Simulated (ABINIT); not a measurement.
# CdH2 (P-3m1): modes at Γ and the response to a field, part 2 of 3

Which modes does CdH2 (P-3m1) have at the zone centre?

ABINIT 10.8.3; DFT PBE, scalar-relativistic, plane waves, PseudoDojo norm-conserving pseudopotentials.

So far. Step 4 (Rough relaxation): Little changed from the start: no atom moved by 0.005 Å and no cell edge by 0.1 %. The relaxed cell has a = 3.174, c = 5.478 Å (conventional setting).

The structure was built from a prototype and need not be the compound's stable phase.

### 5. Relaxing the cell and atoms

The harmonic expansion needs vanishing forces, and a free crystal bears no stress, so cell and atoms are brought to rest. Stress is more sensitive to the basis than forces are: the last 3 Ha under the cutoff are smoothed with ecutsm, and the cutoff is raised above that of the later runs.

relax.abi reads:

```
# relaxation
ionmov 2
optcell 2
dilatmx 1.08
ntime 40
tolmxf 1.0d-05
tolvrs 1.0d-14
prtwf 0
prtden 0
chksymtnons 0

# basis, mesh and filling
ecut 57.0
ecutsm 3.0
ngkpt 9 9 4
nshiftk 1
shiftk 0.0 0.0 0.0
istwfk *1
occopt 1
nband 11
nstep 100
diemac 9.0
prtebands 0
prtgsr 0
useylm 1

# cell and atoms
acell 5.997173988 5.997173988 10.35124271
rprim 
    1.0 0.0 0.0
    -0.5 0.8660254038 0.0
    0.0 0.0 1.0
ntypat 2
znucl 48 1
natom 3
typat 1 2 2
xred 
    0.0 0.0 0.0
    1/3 2/3 0.1852134155
    2/3 1/3 0.8147865845
pp_dirpath "./pseudo"
pseudos "Cd.upf, H.upf"
```

Command:

```
$ OMP_NUM_THREADS=1 mpirun -n 4 abinit relax.abi > relax.log
```

Numbers of over 12 decimals in the logs are rounded to 6 here.

relax.abo, the main output file:

```text
[banners, grids, parts of the stress and lines that vanish by symmetry left out]
- input  file    -> relax.abi
- output file    -> relax.abo
- root for input  files -> relaxi
[...]
Symmetries : space group P-3 m 1 (#164); Bravais hP (primitive hexag.)
[...]
mpw =        8391          nfft =      184320          nkpt =          43
[...]
== DATASET  1 ==================================================================
[...]
cutoff_energies: {ecut:  57.0, pawecutdg:  -1.0, }
[...]
ETOT  1  -168.59909395031    -1.686E+02 2.702E+00 7.433E+04
 ETOT  2  -172.36247500618    -3.763E+00 1.795E+00 7.468E+04
 ETOT  3  -175.72326089171    -3.361E+00 2.491E-01 1.754E+04
 ETOT  4  -176.16860620339    -4.453E-01 1.099E-01 7.228E+03
 ETOT  5  -176.29150419285    -1.229E-01 1.386E-01 4.354E+03
[...]
At SCF step   25       vres2   =  2.75E-15 < tolvrs=  1.00E-14 =>converged.
[...]
sigma(1 1)=  2.39533411E-06  sigma(3 2)=  0.00000000E+00
  sigma(2 2)=  2.39533393E-06  sigma(3 1)=  0.00000000E+00
  sigma(3 3)=  1.14606263E-07  sigma(2 1)=  0.00000000E+00
[...]
convergence: {deltae:  2.024E-11, res2:  2.746E-15, residm:  4.200E-18, diffor: null, }
etotal    :  -1.76455842E+02
[...]
ETOT  1  -176.45583866092    -1.765E+02 2.453E-01 1.142E-01
[...]
At SCF step   11       vres2   =  7.12E-15 < tolvrs=  1.00E-14 =>converged.
[...]
sigma(1 1)=  2.06941602E-06  sigma(3 2)=  0.00000000E+00
  sigma(2 2)=  2.06941583E-06  sigma(3 1)=  0.00000000E+00
  sigma(3 3)=  2.70301762E-08  sigma(2 1)=  0.00000000E+00
[...]
convergence: {deltae: -3.268E-12, res2:  7.118E-15, residm:  1.219E-17, diffor: null, }
etotal    :  -1.76455842E+02
[...]
ETOT  1  -176.45571444096    -1.765E+02 4.814E-02 4.867E+00
[...]
At SCF step   13       vres2   =  2.13E-15 < tolvrs=  1.00E-14 =>converged.
[...]
sigma(1 1)= -6.34814628E-08  sigma(3 2)=  0.00000000E+00
  sigma(2 2)= -6.34816449E-08  sigma(3 1)=  0.00000000E+00
  sigma(3 3)= -5.10049617E-07  sigma(2 1)=  0.00000000E+00
[...]
convergence: {deltae: -2.018E-12, res2:  2.131E-15, residm:  5.012E-18, diffor: null, }
etotal    :  -1.76455842E+02
[...]
ETOT  1  -176.45584196128    -1.765E+02 4.666E-09 2.101E-03
[...]
At SCF step   10       vres2   =  2.92E-15 < tolvrs=  1.00E-14 =>converged.
[...]
sigma(1 1)= -1.04338769E-07  sigma(3 2)=  0.00000000E+00
  sigma(2 2)= -1.04338951E-07  sigma(3 1)=  0.00000000E+00
  sigma(3 3)= -4.84847283E-07  sigma(2 1)=  0.00000000E+00
[...]
convergence: {deltae:  9.948E-12, res2:  2.920E-15, residm:  9.543E-18, diffor: null, }
etotal    :  -1.76455842E+02
[...]
ETOT  1  -176.45584082958    -1.765E+02 6.083E-07 4.813E-02
[...]
sigma(1 1)= -2.16872602E-07  sigma(3 2)=  0.00000000E+00
  sigma(2 2)= -2.16872784E-07  sigma(3 1)=  0.00000000E+00
[...]
convergence: {deltae: -2.757E-12, res2:  9.285E-15, residm:  1.607E-17, diffor: null, }
etotal    :  -1.76455842E+02
[...]
ETOT  1  -176.45584168063    -1.765E+02 1.948E-09 1.864E-02
[...]
convergence: {deltae: -3.439E-12, res2:  2.427E-15, residm:  1.863E-18, diffor: null, }
etotal    :  -1.76455842E+02
[...]
ETOT  1  -176.45584207089    -1.765E+02 3.800E-10 3.712E-03
[...]
convergence: {deltae:  2.291E-11, res2:  8.262E-15, residm:  2.942E-17, diffor: null, }
etotal    :  -1.76455842E+02
[...]
ETOT  1  -176.45584212809    -1.765E+02 1.280E-01 1.681E-03
[...]
convergence: {deltae:  1.447E-11, res2:  8.374E-15, residm:  1.378E-17, diffor: null, }
etotal    :  -1.76455842E+02
[...]
ETOT  1  -176.45584204125    -1.765E+02 9.683E-09 2.143E-03
[...]
convergence: {deltae:  2.547E-11, res2:  1.154E-15, residm:  2.496E-18, diffor: null, }
etotal    :  -1.76455842E+02
[...]
ETOT  1  -176.45583895350    -1.765E+02 9.454E-06 7.999E-02
[...]
convergence: {deltae: -1.137E-13, res2:  6.260E-15, residm:  4.814E-17, diffor: null, }
etotal    :  -1.76455842E+02
[...]
ETOT  1  -176.45580327209    -1.765E+02 3.828E-05 1.084E+00
[...]
convergence: {deltae:  4.729E-11, res2:  5.017E-15, residm:  2.491E-17, diffor: null, }
etotal    :  -1.76455842E+02
[...]
ETOT  1  -176.45555141282    -1.765E+02 1.097E-03 8.490E+00
[...]
convergence: {deltae: -7.248E-12, res2:  3.201E-15, residm:  3.518E-17, diffor: null, }
etotal    :  -1.76455842E+02
[...]
ETOT  1  -176.45447484678    -1.765E+02 2.231E+04 4.097E+01
[...]
convergence: {deltae: -8.043E-12, res2:  4.263E-15, residm:  8.010E-18, diffor: null, }
etotal    :  -1.76455843E+02
[...]
ETOT  1  -176.45335229914    -1.765E+02 1.155E+02 7.599E+01
[...]
convergence: {deltae: -2.984E-12, res2:  8.475E-15, residm:  1.505E-17, diffor: null, }
etotal    :  -1.76455843E+02
[...]
ETOT  1  -176.45507325470    -1.765E+02 1.603E+01 2.405E+01
[...]
At SCF step   13       vres2   =  6.22E-15 < tolvrs=  1.00E-14 =>converged.
[...]
sigma(2 2)=  6.60893817E-07  sigma(3 1)=  0.00000000E+00
  sigma(3 3)=  2.60722740E-07  sigma(2 1)=  0.00000000E+00
[...]
convergence: {deltae: -1.597E-11, res2:  6.221E-15, residm:  1.096E-16, diffor: null, }
etotal    :  -1.76455843E+02
[...]
ETOT  1  -176.45584243633    -1.765E+02 4.155E-05 2.555E-02
[...]
ETOT 10  -176.45584311851     1.455E-11 1.196E-16 7.657E-14
 ETOT 11  -176.45584311852    -4.604E-12 6.054E-17 4.786E-15
 At SCF step   11       vres2   =  4.79E-15 < tolvrs=  1.00E-14 =>converged.
[...]
sigma(1 1)=  9.42568435E-08  sigma(3 2)=  0.00000000E+00
  sigma(2 2)=  9.42566562E-08  sigma(3 1)=  0.00000000E+00
  sigma(3 3)=  4.41778850E-08  sigma(2 1)=  0.00000000E+00
[...]
convergence: {deltae: -4.604E-12, res2:  4.786E-15, residm:  6.054E-17, diffor: null, }
etotal    :  -1.76455843E+02
[...]
At Broyd/MD step  16, gradients are converged :
[...]
sigma(1 1)=  9.42568435E-08  sigma(3 2)=  0.00000000E+00
  sigma(2 2)=  9.42566562E-08  sigma(3 1)=  0.00000000E+00
  sigma(3 3)=  4.41778850E-08  sigma(2 1)=  0.00000000E+00
[...]
- sigma(1 1)=  2.77313208E-03  sigma(3 2)=  0.00000000E+00
- sigma(2 2)=  2.77312657E-03  sigma(3 1)=  0.00000000E+00
- sigma(3 3)=  1.29975825E-03  sigma(2 1)=  0.00000000E+00
[...]
fcart     -2.9954456592E-29 -8.6471067883E-29 -0.0000000000E+00
           strten      9.4256843505E-08  9.4256656221E-08  4.4177884963E-08
================================================================================

[key lines of the parts left out:]
pressure_GPa:  -2.2820E-03
Total energy (etotal) [Ha]= -1.76455843118518E+02
```

Wall time 9.3 min (4 MPI ranks of Arm Neoverse V1, shared host); 37 min of CPU time.

Step by step:

```tsv
step	energy less that of the first step (eV)	largest force (eV/Å)	volume (Å³)
1	0.0000	0.0011	47.78
2	0.0000	0.0015	47.77
3	0.0000	0.0039	47.72
4	0.0000	0.0038	47.72
5	0.0000	0.0010	47.72
6	0.0000	0.0005	47.72
7	0.0000	0.0004	47.72
8	0.0000	0.0002	47.72
9	0.0000	0.0001	47.72
10	0.0000	0.0006	47.71
11	0.0000	0.0013	47.68
12	0.0000	0.0022	47.60
13	0.0000	0.0029	47.42
14	0.0000	0.0025	47.19
15	0.0000	0.0012	47.06
16	0.0000	0.0002	47.06
```

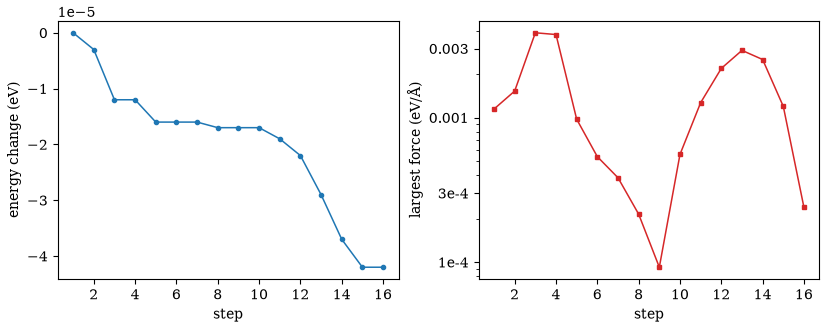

Energy and largest force along the relaxation.

```tsv
conventional cell, symmetrised	before	after	change
a (Å)	3.174	3.171	-0.1 %
b (Å)	3.174	3.171	-0.1 %
c (Å)	5.478	5.403	-1.4 %
volume (Å³/atom)	15.93	15.69	-1.5 %
```

The atoms that moved most (Å, as changes of fractional coordinates times the final cell):

```tsv
atom	dx	dy	dz	length
H2	0.000	0.000	0.015	0.015
H3	0.000	0.000	-0.015	0.015
```

The relaxed structure:

```cif
data_structure
_symmetry_space_group_name_H-M 'P 1'
_symmetry_Int_Tables_number 1
_cell_length_a 3.1712
_cell_length_b 3.1712
_cell_length_c 5.4032
_cell_angle_alpha 90.000
_cell_angle_beta 90.000
_cell_angle_gamma 120.000
_cell_volume 47.06
loop_
_atom_site_label
_atom_site_type_symbol
_atom_site_fract_x
_atom_site_fract_y
_atom_site_fract_z
_atom_site_occupancy
Cd1 Cd 0.00000 0.00000 0.00000 1
H2 H 0.33333 0.66667 0.18806 1
H3 H 0.66667 0.33333 0.81194 1
```

Numbers from this step:

- volume per atom: 15.69 Å³
- pressure: -0.002282 GPa

The volume changes by -1.5 % in this run and stands -15.2 % from the first cell.

### 6. Self-consistent run for the response

First-order wavefunctions inherit every error of the ground state, hence the very tight tolvrs. The mesh is shifted off Γ, since shifted meshes converge sums over the zone faster.

gs.abi reads:

```
# ground state
tolvrs 1.0d-16
prtden 1
prtwf 1

# basis, mesh and filling
ecut 47.0
ngkpt 9 9 4
nshiftk 1
shiftk 0.0 0.0 0.5
istwfk *1
occopt 1
nband 11
nstep 100
diemac 9.0
prtebands 0
prtgsr 0
useylm 1

# cell and atoms
acell 5.992753732 5.992753732 10.2105575
rprim 
    1.0 0.0 0.0
    -0.5 0.8660254038 0.0
    0.0 0.0 1.0
ntypat 2
znucl 48 1
natom 3
typat 1 2 2
xred 
    0.0 0.0 0.0
    1/3 2/3 0.1880627281
    2/3 1/3 0.8119372719
pp_dirpath "./pseudo"
pseudos "Cd.upf, H.upf"
```

Command:

```
$ OMP_NUM_THREADS=1 mpirun -n 4 abinit gs.abi > gs.log
```

gs.abo, the main output file:

```text
[banners, grids, parts of the stress and lines that vanish by symmetry left out]
- input  file    -> gs.abi
- output file    -> gs.abo
- root for input  files -> gsi
[...]
Symmetries : space group P-3 m 1 (#164); Bravais hP (primitive hexag.)
[...]
mpw =        4898          nfft =      102400          nkpt =          38
[...]
== DATASET  1 ==================================================================
[...]
cutoff_energies: {ecut:  47.0, pawecutdg:  -1.0, }
[...]
ETOT  1  -169.31882008360    -1.693E+02 3.253E+00 3.536E+04
 ETOT  2  -172.68847209204    -3.370E+00 3.426E+00 3.766E+04
 ETOT  3  -175.78679565880    -3.098E+00 5.628E-02 8.569E+03
 ETOT  4  -176.20259885779    -4.158E-01 7.002E-02 3.393E+03
 ETOT  5  -176.30611790153    -1.035E-01 8.930E-03 2.078E+03
[...]
ETOT 23  -176.45560734116    -1.100E-11 2.289E-18 3.318E-16
 ETOT 24  -176.45560734116     9.379E-13 1.430E-19 1.363E-17
 At SCF step   24       vres2   =  1.36E-17 < tolvrs=  1.00E-16 =>converged.
[...]
sigma(1 1)=  1.26675392E-05  sigma(3 2)=  0.00000000E+00
  sigma(2 2)=  1.26675391E-05  sigma(3 1)=  0.00000000E+00
  sigma(3 3)=  1.25278244E-05  sigma(2 1)=  0.00000000E+00
[...]
convergence: {deltae:  9.379E-13, res2:  1.363E-17, residm:  1.430E-19, diffor: null, }
etotal    :  -1.76455607E+02
[...]
sigma(1 1)=  1.26675392E-05  sigma(3 2)=  0.00000000E+00
  sigma(2 2)=  1.26675391E-05  sigma(3 1)=  0.00000000E+00
  sigma(3 3)=  1.25278244E-05  sigma(2 1)=  0.00000000E+00
[...]
- sigma(1 1)=  3.72691872E-01  sigma(3 2)=  0.00000000E+00
- sigma(2 2)=  3.72691866E-01  sigma(3 1)=  0.00000000E+00
- sigma(3 3)=  3.68581320E-01  sigma(2 1)=  0.00000000E+00
[...]
fcart     -2.9954456594E-29 -8.6471067888E-29 -0.0000000000E+00
           strten      1.2667539243E-05  1.2667539055E-05  1.2527824421E-05
================================================================================

[key lines of the parts left out:]
pressure_GPa:  -3.7132E-01
```

The job ended after 37 s (4 MPI ranks).

Read from the output:

```
pressure : -0.3713 GPa
```

The cell stands at -0.37 GPa: the relaxation ran with a smoothed and higher cutoff and on another k mesh.

### 7. The gap at rest

Empty bands on the ground state's density check that the gap assumed so far is there in this cell.

gap.abi reads:

```
# empty bands on the ground state's density
iscf -2
getden_filepath "gso_DEN"
tolwfr 1.0d-12
nbdbuf 2
prtwf 0

# basis, mesh and filling
ecut 47.0
ngkpt 9 9 4
nshiftk 1
shiftk 0.0 0.0 0.0
istwfk *1
occopt 1
nband 15
nstep 100
diemac 9.0
prtebands 0
prtgsr 0
useylm 1

# cell and atoms
acell 5.992753732 5.992753732 10.2105575
rprim 
    1.0 0.0 0.0
    -0.5 0.8660254038 0.0
    0.0 0.0 1.0
ntypat 2
znucl 48 1
natom 3
typat 1 2 2
xred 
    0.0 0.0 0.0
    1/3 2/3 0.1880627281
    2/3 1/3 0.8119372719
pp_dirpath "./pseudo"
pseudos "Cd.upf, H.upf"
```

Command:

```
$ OMP_NUM_THREADS=1 mpirun -n 4 abinit gap.abi > gap.log
```

gap.abo, the main output file:

```text
[banners, grids, parts of the stress and lines that vanish by symmetry left out]
- input  file    -> gap.abi
- output file    -> gap.abo
- root for input  files -> gapi
[...]
Symmetries : space group P-3 m 1 (#164); Bravais hP (primitive hexag.)
[...]
mpw =        4908          nfft =      102400          nkpt =          43
[...]
== DATASET  1 ==================================================================
[...]
cutoff_energies: {ecut:  47.0, pawecutdg:  -1.0, }
[...]
-outvars: echo values of variables after computation
            acell      5.9927537320E+00  5.9927537320E+00  1.0210557500E+01 Bohr
================================================================================
```

It took 16 s on 4 MPI ranks; 65 s of CPU time.

Read from the output:

```yaml
gap_on_the_k_mesh: 1.725 eV
```

In this cell the gap on the mesh is 1.7 eV, indirect (smallest direct 2.9 eV), so fixed occupations hold.

### 8. Linear response at Γ

The derivative of the wavefunctions by k comes first, since the response to a field is built on it; then the field and the displacements that symmetry doesn't supply are solved at q = 0.

It reads the wavefunctions written in step 6.

dfpt_gamma.abi reads:

```
ndtset 2

# common to the responses
getwfk_filepath "gso_WFK"
kptopt 2
nqpt 1
qpt 0.0 0.0 0.0
asr 0
chneut 0

# d/dk
rfelfd1 2
rfdir1 1 1 1
iscf1 -3
tolwfr1 1.0d-20

# displacements, field
rfphon2 1
rfatpol2 1 3
rfdir2 1 1 1
rfelfd2 3
getddk2 1
tolvrs2 1.0d-10
prtwf2 0

# basis, mesh and filling
ecut 47.0
ngkpt 9 9 4
nshiftk 1
shiftk 0.0 0.0 0.5
istwfk *1
occopt 1
nband 11
nstep 100
diemac 9.0
prtebands 0
prtgsr 0
useylm 1

# cell and atoms
acell 5.992753732 5.992753732 10.2105575
rprim 
    1.0 0.0 0.0
    -0.5 0.8660254038 0.0
    0.0 0.0 1.0
ntypat 2
znucl 48 1
natom 3
typat 1 2 2
xred 
    0.0 0.0 0.0
    1/3 2/3 0.1880627281
    2/3 1/3 0.8119372719
pp_dirpath "./pseudo"
pseudos "Cd.upf, H.upf"
```

Command:

```
$ OMP_NUM_THREADS=1 mpirun -n 4 abinit dfpt_gamma.abi > dfpt_gamma.log
```

dfpt_gamma.abo, the main output file:

```text
[banners, grids, parts of the stress and lines that vanish by symmetry left out]
- input  file    -> dfpt_gamma.abi
- output file    -> dfpt_gamma.abo
- root for input  files -> dfpt_gammai
[...]
DATASET    1 : space group P-3 m 1 (#164); Bravais hP (primitive hexag.)
[...]
nfft =      102400          nkpt =         162
[...]
DATASET    2 : space group P-3 m 1 (#164); Bravais hP (primitive hexag.)
[...]
nfft =      102400          nkpt =         162
[...]
== DATASET  1 ==================================================================
[...]
cutoff_energies: {ecut:  47.0, pawecutdg:  -1.0, }
[...]
-  1.00000   1.00000  171031                  znucl, zion, pspdat
[...]
Perturbation : derivative vs k along direction   1
[...]
-ETOT  1  -32.646882822297     -3.265E+01 1.156E+00 0.000E+00
 ETOT  2  -32.952111259496     -3.052E-01 2.195E-01 0.000E+00
 ETOT  3  -32.962951549655     -1.084E-02 5.213E-03 0.000E+00
 ETOT  4  -32.963659652005     -7.081E-04 1.107E-03 0.000E+00
 ETOT  5  -32.963716851358     -5.720E-05 3.252E-05 0.000E+00
[...]
At SCF step   22   max residual=  1.00E-20 < tolwfr=  1.00E-20 =>converged.
[...]
Perturbation : derivative vs k along direction   2
[...]
-ETOT  1  -32.655887785745     -3.266E+01 1.156E+00 0.000E+00
[...]
At SCF step   22   max residual=  1.00E-20 < tolwfr=  1.00E-20 =>converged.
[...]
Perturbation : derivative vs k along direction   3
[...]
-ETOT  1  -8.471399     -8.471E+00 2.247E-01 0.000E+00
[...]
At SCF step   21   max residual=  9.99E-21 < tolwfr=  1.00E-20 =>converged.
[...]
1        1       1.2651317494    0.0000000000
     1        2      -0.4382544936   -0.0000000000
     1        3       0.0000000000    0.0000000000
     2        1      -0.4382544936   -0.0000000000
     2        2       0.7590790496    0.0000000000
     2        3       0.0000000000    0.0000000000
     3        1       0.0000000000    0.0000000000
     3        2       0.0000000000    0.0000000000
     3        3       0.5460411563   -0.0000000000
[...]
== DATASET  2 ==================================================================
[...]
cutoff_energies: {ecut:  47.0, pawecutdg:  -1.0, }
[...]
Perturbation : displacement of atom   1   along direction   1
[...]
-ETOT  1   8.413006     -1.267E+04 1.210E+02 2.592E+03
[...]
At SCF step   11       vres2   =  2.94E-11 < tolvrs=  1.00E-10 =>converged.
[...]
Perturbation : displacement of atom   1   along direction   3
[...]
-ETOT  1   41.749388933038     -3.820E+04 2.833E+02 8.650E+04
[...]
At SCF step   14       vres2   =  6.54E-12 < tolvrs=  1.00E-10 =>converged.
[...]
Perturbation : displacement of atom   2   along direction   1
[...]
-ETOT  1  0.773233     -3.539E+01 3.035E+00 4.122E+02
[...]
At SCF step   12       vres2   =  1.46E-11 < tolvrs=  1.00E-10 =>converged.
[...]
Perturbation : displacement of atom   2   along direction   3
[...]
-ETOT  1   3.489735     -1.036E+02 2.621E+00 4.622E+03
[...]
At SCF step   14       vres2   =  4.73E-11 < tolvrs=  1.00E-10 =>converged.
[...]
Perturbation : homogeneous electric field along direction   1
[...]
-ETOT  1  -222.39815438717     -2.224E+02 2.014E+01 3.316E+04
[...]
At SCF step   14       vres2   =  8.90E-12 < tolvrs=  1.00E-10 =>converged.
[...]
Perturbation : homogeneous electric field along direction   3
[...]
-ETOT  1 -0.415563     -4.156E-01 1.545E+00 2.200E+05
[...]
ETOT 12  -13.768913349996     -2.038E-11 3.292E-11 6.655E-10
 ETOT 13  -13.768913349998     -2.331E-12 2.422E-12 5.166E-11
 At SCF step   13       vres2   =  5.17E-11 < tolvrs=  1.00E-10 =>converged.
[...]
Dielectric tensor, in cartesian coordinates,
[...]
1    5   1    5         7.1081106594        -0.0000000000
   1    5   2    5        -0.0000000000        -0.0000000000
   1    5   3    5        -0.0000000000        -0.0000000000
   2    5   1    5         0.0000000000        -0.0000000000
   2    5   2    5         7.1081106596        -0.0000000000
   2    5   3    5        -0.0000000000        -0.0000000000
   3    5   1    5        -0.0000000000        -0.0000000000
   3    5   2    5        -0.0000000000        -0.0000000000
   3    5   3    5         2.4388507802        -0.0000000000
  Effective charges, in cartesian coordinates,
[...]
1    1   1    5         2.7148455915         0.0000000000
   2    1   1    5        -0.0000000000         0.0000000000
   3    1   1    5         0.0000000000         0.0000000000
   1    2   1    5        -1.3560147435         0.0000000000
   2    2   1    5         0.0000000000         0.0000000000
[...]
Effective charges, in cartesian coordinates,
[...]
2    5   1    3         0.0000000000         0.0000000000
   3    5   1    3         0.0000000000         0.0000000000
   1    5   2    3         0.0000000000         0.0000000000
   2    5   2    3        -1.3560144783         0.0000000000
   3    5   2    3         0.0000000000         0.0000000000
   1    5   3    3         0.0000000000         0.0000000000
   2    5   3    3         0.0000000000         0.0000000000
   3    5   3    3        -0.3384158721         0.0000000000
  Phonon wavevector (reduced coordinates) :  0.00000  0.00000  0.00000
 Phonon energies in Hartree :
[...]
Phonon frequencies in cm-1    :
-  1.990816E+00  1.990816E+00  2.900607E+00  2.933709E+02  2.933709E+02
-  7.732337E+02  8.230182E+02  8.230182E+02  9.627424E+02
  Phonon at Gamma, with non-analyticity in the
[...]
Phonon energies in Hartree :
[...]
Phonon frequencies in cm-1    :
-  1.990816E+00  1.991127E+00  2.900607E+00  2.933709E+02  7.732337E+02
-  7.952617E+02  8.230182E+02  8.230182E+02  9.627424E+02
  Phonon at Gamma, with non-analyticity in the
[...]
Phonon energies in Hartree :
[...]
Phonon frequencies in cm-1    :
-  1.990816E+00  1.991127E+00  2.900607E+00  2.933709E+02  7.732337E+02
-  7.952617E+02  8.230182E+02  8.230182E+02  9.627424E+02
  Phonon at Gamma, with non-analyticity in the
[...]
Phonon energies in Hartree :
[...]
Phonon frequencies in cm-1    :
-  1.990816E+00  1.990816E+00  2.901208E+00  2.933709E+02  2.933709E+02
-  8.230182E+02  8.230182E+02  8.349095E+02  9.627424E+02
[...]
fcart2     0.0000000000E+00  0.0000000000E+00  0.0000000000E+00
           strten2     0.0000000000E+00  0.0000000000E+00  0.0000000000E+00
================================================================================
```

Run time: 11 min. Hardware: 4 MPI ranks.

Read from the output:

```yaml
miss_of_the_charge_sum_rule: 0.002816 e
largest_acoustic_frequency_at_the_zone_centre_before_the_sum_rule: 2.9 cm⁻¹
highest_optical_zone_centre_mode_no_lo_to_term: 962.7 cm⁻¹
lowest_optical_zone_centre_mode: 293.4 cm⁻¹
mean_high_frequency_dielectric_constant: 5.552
largest_born_charge_in_size_third_of_the_trace: 2.036 e
```

Born charge (rows field, columns displacement), before the sum rule (e), principal values of the symmetric part by kind of site:

```tsv
atom	atoms with these values	low	middle	high	mean
Cd1	1	0.68	2.71	2.71	2.04
H2	2	-1.36	-1.36	-0.34	-1.02
```

In full for Cd1:

```
2.71 0.00 0.00
0.00 2.71 0.00
0.00 0.00 0.68
```

High-frequency dielectric tensor:

```
7.11 0.00 0.00
0.00 7.11 0.00
0.00 0.00 2.44
```

The acoustic modes at Γ come out as far as 2.9 cm⁻¹ from zero, where they should vanish, a small numerical error; the Born charges miss their sum rule by 0.0028 e, which is good.

[end of part 2 of 3]

[Host names and launcher messages were left out of these logs when they were recorded.]

[Logs are printed without paths, hosts, clocks, repeated set-up lines and the standing remarks that a program may print on its own settings, such as how far it seeks lower states.]

[Hosts, paths, dates, database ids (printed as entryN), source tags and the programs' standing remarks are cut or masked in the printed files.]
